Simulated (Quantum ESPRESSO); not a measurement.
# MnHg: energy against a fixed spin moment

How stiff is the total moment of MnHg, and does E(M) have further minima?

Calculated with Quantum ESPRESSO 7.5; PBEsol; plane waves with GBRV 1.5 PBEsol potentials, no spin-orbit coupling.

### Step 1. The starting structure

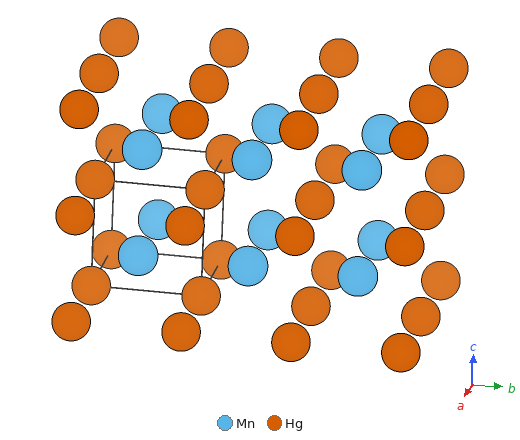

Start, viewed slightly off an axis; manganese blue, mercury orange. 2×3×2 cells are drawn. Some periodic images of atoms are drawn too.

The cell comes from the Crystallography Open Database.

### Step 2. No moment imposed

Contents of pw.in:

```
&CONTROL
  calculation = 'scf'
  prefix = 'pwscf'
  outdir = './tmp'
  pseudo_dir = './pseudo'
  disk_io = 'nowf'
/
&SYSTEM
  ibrav = 0
  nat = 2
  ntyp = 2
  ecutwfc = 40
  ecutrho = 280
  nbnd = 22
  occupations = 'smearing'
  smearing = 'fd'
  degauss = 0.00367493
  nspin = 2
  starting_magnetization(1) = 0.2333
  starting_magnetization(2) = 0
/
&ELECTRONS
  conv_thr = 4d-09
  electron_maxstep = 150
  mixing_beta = 0.3
/
ATOMIC_SPECIES
Mn     54.9380 mn_pbesol_v1.5.uspp.F.UPF
Hg    200.5920 hg_pbesol_v1.uspp.F.UPF
CELL_PARAMETERS bohr
   6.2134194978    0.0000000000    0.0000000000
   0.0000000000    6.2134194978    0.0000000000
   0.0000000000    0.0000000000    6.2606626509
ATOMIC_POSITIONS crystal
Mn      0.5000000000    0.5000000000    0.5000000000
Hg      0.0000000000    0.0000000000    0.0000000000
K_POINTS automatic
8 8 8 0 0 0
```

Command:

```
$ OMP_NUM_THREADS=1 mpirun -n 2 pw.x -nk 2 -in pw.in > pw.out
```

What it wrote:

```text
Program PWSCF v.7.5 starts

     Message from routine setup:
     using ibrav=0 with symmetry is DISCOURAGED, use correct ibrav instead

     K-points division:     npool     =       2
     Subspace diagonalization in iterative solution of the eigenvalue problem:

     G-vector sticks info
     --------------------
     sticks:   dense  smooth     PW     G-vecs:    dense   smooth      PW
     Sum         861     489    161                19157     8265    1527

     Using Slab Decomposition

     bravais-lattice index     =            0
     lattice parameter (alat)  =       6.2134  a.u.
     unit-cell volume          =     241.7028 (a.u.)^3
     number of atoms/cell      =            2
     number of atomic types    =            2
     number of electrons       =        27.00
     number of Kohn-Sham states=           22
     kinetic-energy cutoff     =      40.0000  Ry
     charge density cutoff     =     280.0000  Ry
     scf convergence threshold =      4.0E-09
     mixing beta               =       0.3000
     number of iterations used =            8  plain     mixing
     Exchange-correlation= SLA  PW   PSX  PSC
                           (   1   4  10   8   0   0   0)

     celldm(1)=   6.213419  celldm(2)=   0.000000  celldm(3)=   0.000000
     celldm(4)=   0.000000  celldm(5)=   0.000000  celldm(6)=   0.000000

     crystal axes: (cart. coord. in units of alat)
               a(1) = (   1.000000   0.000000   0.000000 )
               a(2) = (   0.000000   1.000000   0.000000 )
               a(3) = (   0.000000   0.000000   1.007603 )

     reciprocal axes: (cart. coord. in units 2 pi/alat)
               b(1) = (  1.000000  0.000000  0.000000 )
               b(2) = (  0.000000  1.000000  0.000000 )
               b(3) = (  0.000000  0.000000  0.992454 )

     PseudoPot. # 1 for Mn read from file:
     mn_pbesol_v1.5.uspp.F.UPF
     Pseudo is Ultrasoft + core correction, Zval = 15.0
     Generated by new atomic code, or converted to UPF format
     Using radial grid of  859 points,  6 beta functions with:
                l(1) =   0
                l(2) =   0
                l(3) =   1
                l(4) =   1
                l(5) =   2
                l(6) =   2
     Q(r) pseudized with  8 coefficients,  rinner =    0.950   0.950   0.950
                                                       0.950   0.950

     PseudoPot. # 2 for Hg read from file:
     hg_pbesol_v1.uspp.F.UPF
     Pseudo is Ultrasoft + core correction, Zval = 12.0
     Generated by new atomic code, or converted to UPF format
     Using radial grid of  985 points,  6 beta functions with:
                l(1) =   0
                l(2) =   0
                l(3) =   1
                l(4) =   1
                l(5) =   2
                l(6) =   2
     Q(r) pseudized with  8 coefficients,  rinner =    2.000   2.000   2.000
                                                       2.000   2.000

     atomic species   valence    mass     pseudopotential
     Mn               15.00    54.93800     Mn( 1.00)
     Hg               12.00   200.59200     Hg( 1.00)

     Starting magnetic structure
     atomic species   magnetization
     Mn              0.233
     Hg              0.000

     16 Sym. Ops., with inversion, found

   Cartesian axes

     site n.     atom                  positions (alat units)
         1        Mn     tau(   1) = (   0.5000000   0.5000000   0.5038017  )
         2        Hg     tau(   2) = (   0.0000000   0.0000000   0.0000000  )

     number of k points=    75  Fermi-Dirac smearing, width (Ry)=  0.0037
                       cart. coord. in units 2pi/alat
        k(    1) = (   0.0000000   0.0000000   0.0000000), wk =   0.0019531
        k(    2) = (   0.0000000   0.0000000   0.1240567), wk =   0.0039062
        k(    3) = (   0.0000000   0.0000000   0.2481135), wk =   0.0039062
        k(    4) = (   0.0000000   0.0000000   0.3721702), wk =   0.0039062
        k(    5) = (   0.0000000   0.0000000  -0.4962270), wk =   0.0019531
        [... 70 further k-points ...]

     Dense  grid:    19157 G-vectors     FFT dimensions: (  36,  36,  36)

     Smooth grid:     8265 G-vectors     FFT dimensions: (  25,  25,  25)

     Check: negative core charge=   -0.000027
     Generating pointlists ...
     new r_m :   0.3581 (alat units)  2.2253 (a.u.) for type    1
     new r_m :   0.3581 (alat units)  2.2253 (a.u.) for type    2

     Initial potential from superposition of free atoms

     starting charge      26.4999, renormalised to      27.0000
     Starting wfcs are   22 randomized atomic wfcs

     Self-consistent Calculation

     iteration #  1     ecut=    40.00 Ry     beta= 0.30
     Davidson diagonalization with overlap
     ethr =  1.00E-02,  avg # of iterations =  4.1

     total energy              =    -318.48105683 Ry
     estimated scf accuracy    <       0.41690410 Ry

     total magnetization       =     3.59 Bohr mag/cell
     absolute magnetization    =     3.72 Bohr mag/cell

     iteration #  2     ecut=    40.00 Ry     beta= 0.30
     Davidson diagonalization with overlap
     ethr =  1.54E-03,  avg # of iterations =  2.0

     total energy              =    -318.54494047 Ry
     estimated scf accuracy    <       0.02688991 Ry

     total magnetization       =     3.66 Bohr mag/cell
     absolute magnetization    =     3.82 Bohr mag/cell

     iteration #  3     ecut=    40.00 Ry     beta= 0.30
     Davidson diagonalization with overlap
     ethr =  9.96E-05,  avg # of iterations =  2.4

     total energy              =    -318.54883216 Ry
     estimated scf accuracy    <       0.01232794 Ry

     total magnetization       =     3.74 Bohr mag/cell
     absolute magnetization    =     3.92 Bohr mag/cell

     [... further iterations left out ...]

     iteration #  8     ecut=    40.00 Ry     beta= 0.30
     Davidson diagonalization with overlap
     ethr =  2.82E-07,  avg # of iterations =  1.1

     negative rho (up, down):  0.000E+00 2.068E-04

     total energy              =    -318.55278425 Ry
     estimated scf accuracy    <       0.00002069 Ry

     total magnetization       =     3.90 Bohr mag/cell
     absolute magnetization    =     4.13 Bohr mag/cell

     iteration #  9     ecut=    40.00 Ry     beta= 0.30
     Davidson diagonalization with overlap
     ethr =  7.66E-08,  avg # of iterations =  2.1

     negative rho (up, down):  0.000E+00 2.049E-04

     total energy              =    -318.55278907 Ry
     estimated scf accuracy    <       0.00000036 Ry

     total magnetization       =     3.90 Bohr mag/cell
     absolute magnetization    =     4.13 Bohr mag/cell

     iteration # 10     ecut=    40.00 Ry     beta= 0.30
     Davidson diagonalization with overlap
     ethr =  1.33E-09,  avg # of iterations =  4.0

     negative rho (up, down):  0.000E+00 2.043E-04

     total energy              =    -318.55278938 Ry
     estimated scf accuracy    <       0.00000008 Ry

     total magnetization       =     3.90 Bohr mag/cell
     absolute magnetization    =     4.13 Bohr mag/cell

     iteration # 11     ecut=    40.00 Ry     beta= 0.30
     Davidson diagonalization with overlap
     ethr =  2.94E-10,  avg # of iterations =  1.8

     negative rho (up, down):  0.000E+00 2.043E-04

     Magnetic moment per site  (integrated on atomic sphere of radius R)
     atom   1 (R=0.358)  charge= 13.7010  magn=  3.8540
     atom   2 (R=0.358)  charge= 10.1459  magn= -0.0251

     End of self-consistent calculation

     Number of k-points >= 100: set verbosity='high' to print the bands.

     the Fermi energy is    14.0579 ev

!    total energy              =    -318.55278944 Ry
     estimated scf accuracy    <          3.2E-09 Ry
     smearing contrib. (-TS)   =      -0.00100665 Ry
     internal energy E=F+TS    =    -318.55178278 Ry

     The total energy is F=E-TS. E is the sum of the following terms:
     one-electron contribution =    -116.21977407 Ry
     hartree contribution      =      77.25080067 Ry
     xc contribution           =     -65.16146164 Ry
     ewald contribution        =    -214.42134774 Ry

     total magnetization       =     3.90 Bohr mag/cell
     absolute magnetization    =     4.13 Bohr mag/cell

     convergence has been achieved in  11 iterations

=------------------------------------------------------------------------------=
   JOB DONE.
=------------------------------------------------------------------------------=
```

Run time: 24 s. Hardware: 2 MPI ranks of Arm Neoverse V1, shared host; peak memory 0.22 GiB.

Spin moment in the atom's sphere by atom:

| atom | spin moment in the atom's sphere (μB) |
| --- | --- |
| Mn1 | 3.85 |
| Hg2 | -0.03 |

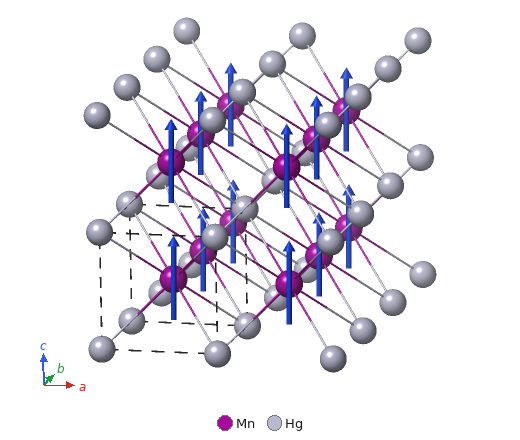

Spin moment in the atom's sphere as arrows, the longest 3.85 μB. Up and down stand for the sign. Arrows give size and sign along the axis of quantisation, drawn up and down the page. 2×3×2 cells are drawn. Some periodic images of atoms are drawn too.

This step gave:

| Quantity | Value |
| --- | --- |
| smearing term TS | 0.01370 eV |
| magnetization | 3.896 μB |
| absolute magnetization | 4.125 μB |
| final state | ferromagnetic |

### Step 3. Moment fixed at 0 μB

The two spin channels are filled to separate Fermi energies, so that the total moment meets the target. Half of the up one less the down one is the slope dE/dM.

pw.in, as its differences from that of step 2:

```diff
@@ -13,3 +13,3 @@
   ecutrho = 280
-  nbnd = 22
+  nbnd = 23
   occupations = 'smearing'
@@ -18,4 +18,5 @@
   nspin = 2
-  starting_magnetization(1) = 0.2333
+  starting_magnetization(1) = 0.0117
   starting_magnetization(2) = 0
+  tot_magnetization = 0
 /
```

What it wrote:

```text
     [... lines left out ...]
Program PWSCF v.7.5 starts
     [... lines left out ...]
     number of atoms/cell      =            2
     [... lines left out ...]
     number of electrons       =        27.00 (up:  13.50, down:  13.50)
     number of Kohn-Sham states=           23
     kinetic-energy cutoff     =      40.0000  Ry
     charge density cutoff     =     280.0000  Ry
     scf convergence threshold =      4.0E-09
     [... lines left out ...]
     16 Sym. Ops., with inversion, found
     [... lines left out ...]
     number of k points=    75  Fermi-Dirac smearing, width (Ry)=  0.0037
     [... lines left out ...]
     iteration # 12     ecut=    40.00 Ry     beta= 0.30
     [... lines left out ...]
     Magnetic moment per site  (integrated on atomic sphere of radius R)
     atom   1 (R=0.358)  charge= 13.7490  magn= -0.0000
     atom   2 (R=0.358)  charge= 10.1007  magn=  0.0000
     [... lines left out ...]
     the spin up/dw Fermi energies are    13.3061   13.3061 ev
!    total energy              =    -318.45094964 Ry
     estimated scf accuracy    <          2.4E-10 Ry
     smearing contrib. (-TS)   =      -0.00301370 Ry
     [... lines left out ...]
     total magnetization       =    -0.00 Bohr mag/cell
     absolute magnetization    =     0.00 Bohr mag/cell
     convergence has been achieved in  12 iterations
```

Wall time 27 s (2 MPI ranks); peak memory 0.22 GiB.

Read from the output:

- magnetization: 0 μB
- absolute magnetization: 0 μB
- half the difference of the two Fermi energies: 0 meV
- largest moment: 0 μB

### Step 4. Moment fixed at 0.657 μB

pw.in, as its differences from that of step 3:

```diff
@@ -18,5 +18,5 @@
   nspin = 2
-  starting_magnetization(1) = 0.0117
+  starting_magnetization(1) = 0.0438
   starting_magnetization(2) = 0
-  tot_magnetization = 0
+  tot_magnetization = 0.657
 /
```

What it wrote:

```text
     [... lines left out ...]
Program PWSCF v.7.5 starts
     [... lines left out ...]
     number of atoms/cell      =            2
     [... lines left out ...]
     number of electrons       =        27.00 (up:  13.83, down:  13.17)
     number of Kohn-Sham states=           23
     kinetic-energy cutoff     =      40.0000  Ry
     charge density cutoff     =     280.0000  Ry
     scf convergence threshold =      4.0E-09
     [... lines left out ...]
     16 Sym. Ops., with inversion, found
     [... lines left out ...]
     number of k points=    75  Fermi-Dirac smearing, width (Ry)=  0.0037
     [... lines left out ...]
     iteration # 17     ecut=    40.00 Ry     beta= 0.30
     [... lines left out ...]
     Magnetic moment per site  (integrated on atomic sphere of radius R)
     atom   1 (R=0.358)  charge= 13.7491  magn=  0.7455
     atom   2 (R=0.358)  charge= 10.1023  magn= -0.0329
     [... lines left out ...]
     the spin up/dw Fermi energies are    13.0744   13.5155 ev
!    total energy              =    -318.45620093 Ry
     estimated scf accuracy    <          1.7E-09 Ry
     smearing contrib. (-TS)   =      -0.00358217 Ry
     [... lines left out ...]
     total magnetization       =     0.66 Bohr mag/cell
     absolute magnetization    =     0.85 Bohr mag/cell
     convergence has been achieved in  17 iterations
```

It took 37 s on 2 MPI ranks; peak memory 0.23 GiB; 74 s of CPU time.

Spin moment in the atom's sphere by atom:

| atom | spin moment in the atom's sphere (μB) |
| --- | --- |
| Mn1 | 0.746 |
| Hg2 | -0.033 |

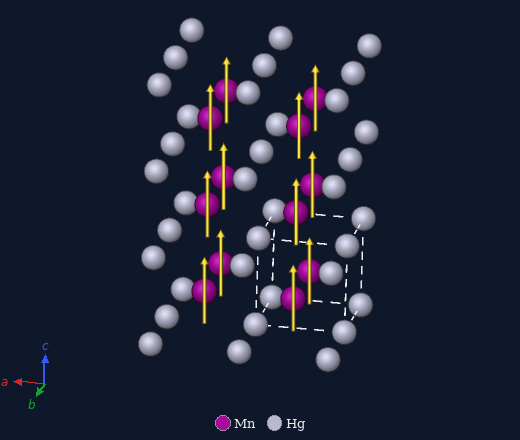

Spin moment in the atom's sphere as arrows, the longest 0.746 μB. Up and down stand for the sign. Arrows give size and sign along the axis of quantisation, drawn up and down the page. 2×2×3 cells are drawn. Some periodic images of atoms are drawn too.

This step gave:

```
magnetization                                 : 0.657 μB
absolute magnetization                        : 0.85 μB
half the difference of the two Fermi energies : -220.5 meV
```

### Step 5. Moment fixed at 1.315 μB

pw.in, as its differences from that of step 4:

```diff
@@ -13,3 +13,3 @@
   ecutrho = 280
-  nbnd = 23
+  nbnd = 24
   occupations = 'smearing'
@@ -18,5 +18,5 @@
   nspin = 2
-  starting_magnetization(1) = 0.0438
+  starting_magnetization(1) = 0.0877
   starting_magnetization(2) = 0
-  tot_magnetization = 0.657
+  tot_magnetization = 1.315
 /
```

What it wrote:

```text
     [... lines left out ...]
Program PWSCF v.7.5 starts
     [... lines left out ...]
     number of atoms/cell      =            2
     [... lines left out ...]
     number of electrons       =        27.00 (up:  14.16, down:  12.84)
     number of Kohn-Sham states=           24
     kinetic-energy cutoff     =      40.0000  Ry
     charge density cutoff     =     280.0000  Ry
     scf convergence threshold =      4.0E-09
     [... lines left out ...]
     16 Sym. Ops., with inversion, found
     [... lines left out ...]
     number of k points=    75  Fermi-Dirac smearing, width (Ry)=  0.0037
     [... lines left out ...]
     iteration # 14     ecut=    40.00 Ry     beta= 0.30
     [... lines left out ...]
     Magnetic moment per site  (integrated on atomic sphere of radius R)
     atom   1 (R=0.358)  charge= 13.7474  magn=  1.4746
     atom   2 (R=0.358)  charge= 10.1068  magn= -0.0606
     [... lines left out ...]
     the spin up/dw Fermi energies are    12.8805   13.7506 ev
!    total energy              =    -318.47241844 Ry
     estimated scf accuracy    <          1.7E-09 Ry
     smearing contrib. (-TS)   =      -0.00281666 Ry
     [... lines left out ...]
     total magnetization       =     1.32 Bohr mag/cell
     absolute magnetization    =     1.67 Bohr mag/cell
     convergence has been achieved in  14 iterations
```

It took 32 s on 2 MPI ranks; peak memory 0.23 GiB.

This step gave:

```
magnetization                                 : 1.315 μB
absolute magnetization                        : 1.668 μB
half the difference of the two Fermi energies : -435.1 meV
largest moment                                : 1.475 μB
```

### Step 6. What a mistake does

One input was spoiled on purpose, to see how the program answers.

Contents of pw.in:

```
&CONTROL
  calculation = 'scf'
  prefix = 'pwscf'
  outdir = './tmp'
  pseudo_dir = './pseudo'
  disk_io = 'nowf'
/
&SYSTEM
  ibrav = 0
  nat = 2
  ntyp = 2
  ecutwfc = 40
  ecutrho = 280
  nbnd = 22
  occupations = 'smearing'
  smearing = 'fd'
  nspin = 2
  starting_magnetization(1) = 0.2333
  starting_magnetization(2) = 0
/
&ELECTRONS
  conv_thr = 4d-09
  electron_maxstep = 60
  mixing_beta = 0.3
/
ATOMIC_SPECIES
Mn     54.9380 mn_pbesol_v1.5.uspp.F.UPF
Hg    200.5920 hg_pbesol_v1.uspp.F.UPF
CELL_PARAMETERS angstrom
   3.2880000000    0.0000000000    0.0000000000
   0.0000000000    3.2880000000    0.0000000000
   0.0000000000    0.0000000000    3.3130000000
ATOMIC_POSITIONS crystal
Mn      0.5000000000    0.5000000000    0.5000000000
Hg      0.0000000000    0.0000000000    0.0000000000
K_POINTS automatic
8 8 8 0 0 0
```

What it wrote:

```text
     [... lines left out ...]
Program PWSCF v.7.5 starts
     Error in routine  set_occupations (1):
      smearing requires a value for gaussian broadening (degauss)
 %%%%%%%%%%%%%%%%%%%%%%%%%%%%%%%%%%%%%%%%%%%%%%%%%%%%%%%%%%%%%%%%%%%%%%%%%%%%%%
     stopping ...
```

Elapsed: 0.74 s, on 2 MPI ranks; peak memory 0.05 GiB.

The input was rejected at the start.

The program's message: “set_occupations (1): smearing requires a value for gaussian broadening (degauss)”

The fault put into the input: smearing without a width.

### Step 7. E(M)

The runs not shown differ in the target, the start and the number of states alone. The point at 3.90 μB is the free run, entered with slope zero.

Energy over the lowest against total spin moment:

| total spin moment (μB a cell) | energy over the lowest (meV a cell) |
| --- | --- |
| 0.00 | 1386 |
| 0.66 | 1314 |
| 1.31 | 1094 |
| 1.97 | 767 |
| 2.63 | 391 |
| 3.29 | 107 |
| 3.90 | 0 |
| 3.94 | 1.26 |
| 4.60 | 239 |
| 5.26 | 925 |

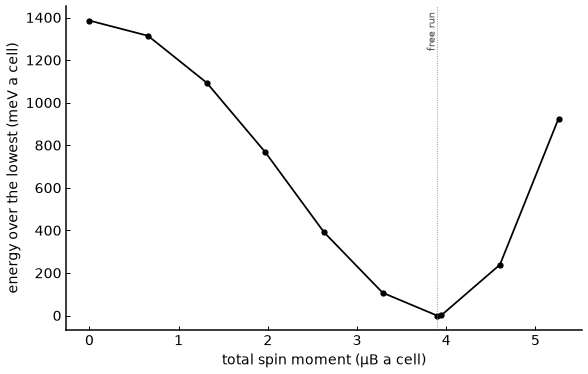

Energy over the lowest, plotted against total spin moment.

Table of dE/dM by total spin moment:

| total spin moment (μB a cell) | dE/dM (meV/μB) |
| --- | --- |
| 0.00 | -0.00227 |
| 0.66 | -221 |
| 1.31 | -435 |
| 1.97 | -546 |
| 2.63 | -500 |
| 3.29 | -321 |
| 3.90 | 0 |
| 3.94 | 48.2 |
| 4.60 | 768 |
| 5.26 | 1321 |

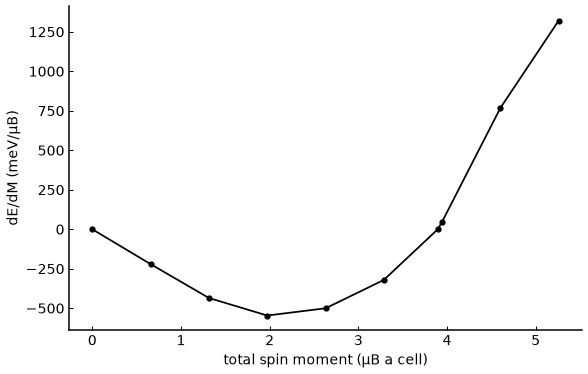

dE/dM, plotted against total spin moment.

Table of largest site moment by total spin moment:

| total spin moment (μB a cell) | largest site moment (μB) |
| --- | --- |
| 0.00 | 0 |
| 0.66 | 0.745 |
| 1.31 | 1.47 |
| 1.97 | 2.17 |
| 2.63 | 2.85 |
| 3.29 | 3.42 |
| 3.90 | 3.85 |
| 3.94 | 3.88 |
| 4.60 | 4.23 |
| 5.26 | 4.50 |

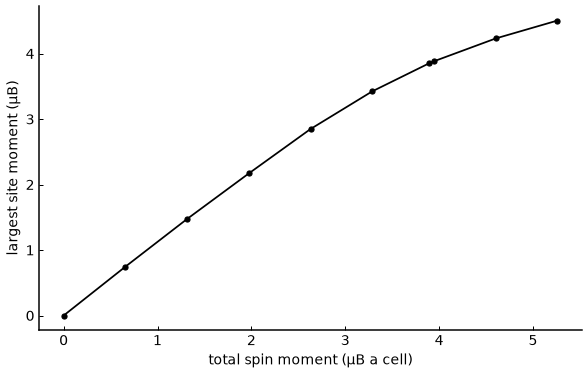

Largest site moment, plotted against total spin moment.

### Step 8. Results

```
moment of the free run                              : 3.90 μB a cell
energy at zero total moment                         : 1386 meV a cell over the lowest
ΔE/ΔM² from the lowest point to 4.60 and to 3.29 μB : 479 and 289 meV/μB²
```

**Reading.** At zero total moment the site moments vanish, so the 1386 meV a cell is the energy of forming them. The points show one minimum alone. The cell holds one seeded atom, so opposed orders, which may lie lower, cannot form in it.

[Logs and program files are shortened in this print: banners, set-up blocks, solver, clock and traceback lines can be left out without a mark of their own.]

[Logs are printed without paths, hosts, clocks, repeated set-up lines and the standing remarks that a program may print on its own settings, such as how far it seeks lower states.]

[Hosts, paths, dates, database ids (printed as entryN), source tags and the programs' standing remarks are cut or masked in the printed files.]

[Where a cell is said to come from a database of computed structures, the database is the Materials Project.]
